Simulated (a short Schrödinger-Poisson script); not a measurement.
Stack: MOS inversion layer, Si3N4 on p-type Si(100), at 300 K.

| layer | material | thickness (nm) | Na (cm⁻³) |
|---|---|---|---|
| 1 | Si3N4 | 5 | - |
| 2 | Si | 1000 | 4.2e16 |

The device is made up for the run: typed textbook-type constants, with dimensions and the other settings drawn at random. Si3N4: permittivity 7.5, conduction-band edge (eV) 1.95, gap (eV) 5.1, electron mass (mₑ) 0.5. Si: permittivity 11.7, conduction-band edge (eV) 0, gap (eV) 1.124, Nv at 300 K (cm⁻³) 3.1e19.

Channel valleys (confinement mass, in-plane density-of-states mass, number): Δ2 0.916, 0.19, 2; Δ4 0.19, 0.417, 4. At the gate the conduction-band edge of layer 1 lies 2.23 eV − eVg above the Fermi level of the channel; the field vanishes at the back. Gaps are held at their typed values at every temperature. Mesh 0.03 nm at interfaces.

Solved with a short Schrödinger-Poisson script written for these runs: 1D Poisson equation in equilibrium, electrons quantum, Hartree (BenDaniel-Duke, 12 states a valley, the channel's in-plane mass for all, wave functions free to enter the dielectric), parabolic valleys, classical holes, full ionisation, no traps, pinning or gate leakage.

Only gate voltages with over 1e8 electrons/cm² are shown.

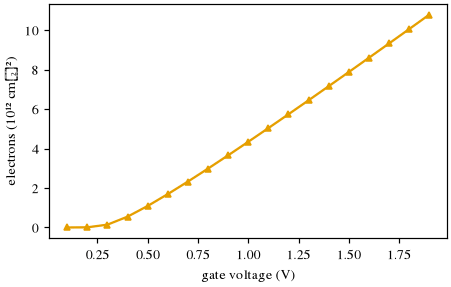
Sheet density against gate voltage

| Vg (V) | electrons (cm⁻²) | C (μF/cm²) | Δ2 E0 (meV) | Δ2 E1 (meV) | Δ4 E0 (meV) | Δ4 E1 (meV) |
|---|---|---|---|---|---|---|
| 0.1 | 2.49e8 | 0.0695 | 287.8 | 314.2 | 308.4 | 352.5 |
| 0.2 | 8.45e9 | 0.108 | 195.5 | 223.2 | 217.0 | 263.3 |
| 0.3 | 1.43e11 | 0.489 | 120.3 | 150.6 | 143.8 | 192.9 |
| 0.4 | 5.49e11 | 0.803 | 82.1 | 117.1 | 109.0 | 162.2 |
| 0.5 | 1.09e12 | 0.930 | 60.9 | 101.1 | 91.6 | 148.8 |
| 0.6 | 1.69e12 | 0.997 | 46.4 | 91.6 | 80.6 | 141.4 |
| 0.7 | 2.33e12 | 1.04 | 35.3 | 85.2 | 72.7 | 136.7 |
| 0.8 | 2.98e12 | 1.07 | 26.3 | 80.5 | 66.6 | 133.4 |
| 0.9 | 3.66e12 | 1.09 | 18.7 | 76.8 | 61.6 | 131.0 |
| 1 | 4.34e12 | 1.11 | 12.0 | 74.0 | 57.4 | 129.1 |
| 1.1 | 5.03e12 | 1.12 | 6.0 | 71.6 | 53.8 | 127.7 |
| 1.2 | 5.74e12 | 1.13 | 0.6 | 69.6 | 50.5 | 126.5 |
| 1.3 | 6.44e12 | 1.14 | -4.4 | 67.9 | 47.6 | 125.5 |
| 1.4 | 7.16e12 | 1.15 | -9.1 | 66.4 | 44.9 | 124.7 |
| 1.5 | 7.88e12 | 1.15 | -13.5 | 65.1 | 42.4 | 124.0 |
| 1.6 | 8.60e12 | 1.16 | -17.7 | 63.9 | 40.0 | 123.4 |
| 1.7 | 9.32e12 | 1.16 | -21.6 | 62.9 | 37.8 | 122.9 |
| 1.8 | 1.01e13 | 1.17 | -25.4 | 62.0 | 35.7 | 122.4 |
| 1.9 | 1.08e13 | 1.17 | -29.0 | 61.2 | 33.7 | 122.0 |

Subbands count from the Fermi level.
